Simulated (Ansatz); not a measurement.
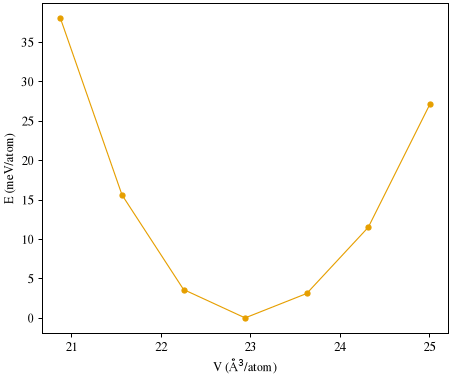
Fig. 1. ZrS₂ in space group Pnnm (No. 58; Zr on 2a, S on 4g) under volume change, PBE in the plane-wave PAW code Ansatz, shape and atoms relaxed at each volume.

### Question
What does a third-order Birch–Murnaghan fit give for V₀, B₀ and B′?

### Answer
V₀ = 22.96 Å³/atom, B₀ = 57.3 GPa, B′ = 3.7.

The cell is a constructed one: a structure type filled with these elements; neither database checked (COD, Materials Project) lists it. Whether it is the stable phase at ambient conditions was not checked. Symmetry was held in the PBE relaxation; whether a distortion lowers the energy is not shown. No spin polarisation was allowed.

Potentials: the later of the program's two PAW sets.
